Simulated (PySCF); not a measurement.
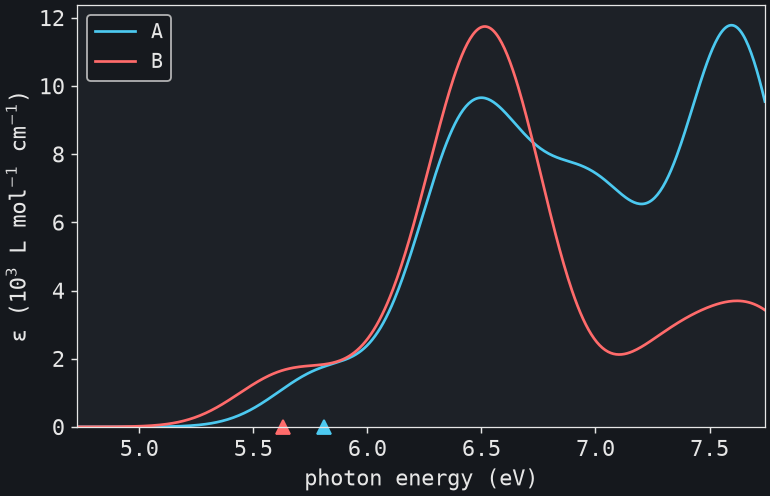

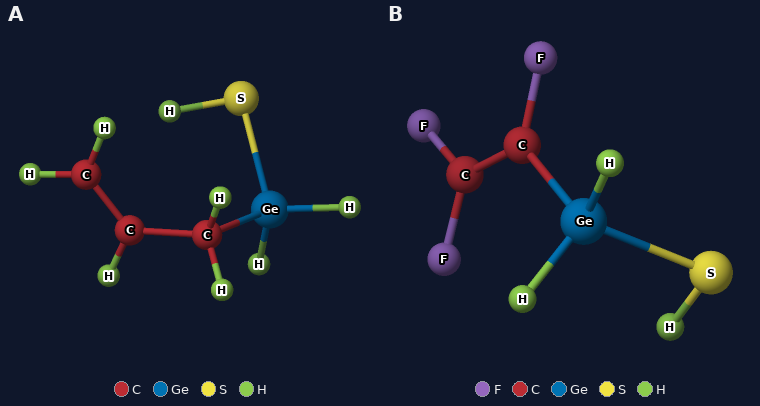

Related molecules: A is C₃H₈GeS, SMILES C=C[CH2][GeH2][SH], singlet; B is C₂H₃F₃GeS, SMILES FC(F)=[C](F)[GeH2][SH], singlet. Vertical TDDFT absorption, CAM-B3LYP/def2-SVPD with PySCF, at a PBE0-D3(BJ)/def2-SVP geometry (no frequency check); Gaussians of 1/e half-width 0.30 eV, triangles mark S1, and the range ends where the computed states of one molecule run out.

**How does the lowest singlet move?**

A: 5.81 eV (f = 0.029, mainly HOMO → LUMO (52 %)); B: 5.63 eV (f = 0.026, mainly HOMO → LUMO (66 %)). From A to B it shifts 0.18 eV to the red.

**And the brightest state of each within the range drawn?**

A: S3 at 6.43 eV, f = 0.14; B: S4 at 6.62 eV, f = 0.13.

Caveats, for all or some of the runs: core orbitals are frozen in the response; one conformer of a flexible molecule.
